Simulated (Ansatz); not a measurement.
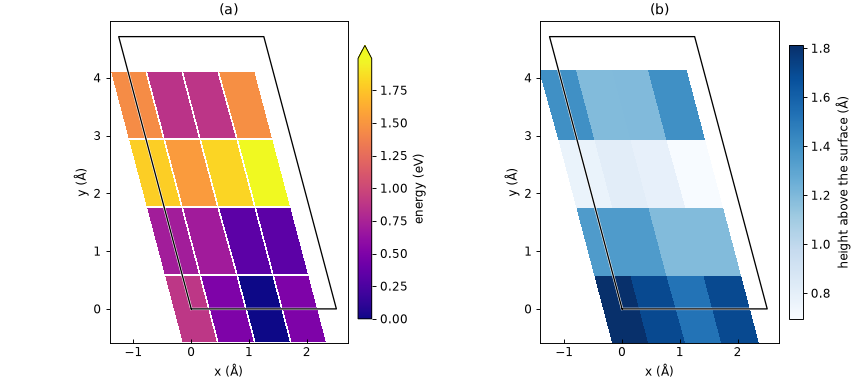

Si on a C(101) slab cut from the P6_3/mmc phase, its upper half relaxed before the scan (20 atoms of substrate and one adsorbate in a 2 × 1 cell). Si is moved over the surface cell; relaxed at each place: the height of the adsorbate's atoms; substrate rigid; the origin of the map has the adsorbate above C19. Places are given modulo a cell vector. The map is drawn in real space over the plane of the surface. Grid: 4 × 4 points. Places are given in fractions of the 1 × 1 surface cell. All energies are given in eV relative to the lowest grid point. All numbers below come from Ansatz, DFT PBE, scalar-relativistic, plane waves, PAW. Settings: cutoff 420 eV, k-mesh 6×6×1, gaussian smearing 0.05 eV, spin-polarised.

Panel (a) is the energy; panel (b) is the computed height above the surface, in Å.

In the figure: one coloured cell a grid point, the outline of one cell of the plane, one colour for all values above the top of the scale.

> How does the height above the surface vary over the map, and what is it at the lowest grid point?

It runs from 0.70 Å at (3/4, 2/4) of the cell vectors [nearest 2 C at 2.29 Å] to 1.81 Å at the top site over a surface C atom, (0/4, 0/4) of the cell vectors. At the lowest grid point, a bridge site between two C atoms, (2/4, 0/4) of the cell vectors, it is 1.52 Å.

| second ↓, first → | 0/4 | 1/4 | 2/4 | 3/4 |
| --- | --- | --- | --- | --- |
| 3/4 | 1.40 | 1.19 | 1.19 | 1.40 |
| 2/4 | 0.77 | 0.82 | 0.79 | 0.70 |
| 1/4 | 1.35 | 1.35 | 1.19 | 1.19 |
| 0/4 | 1.81 | 1.71 | 1.52 | 1.71 |

PAW datasets: the set soft_1.
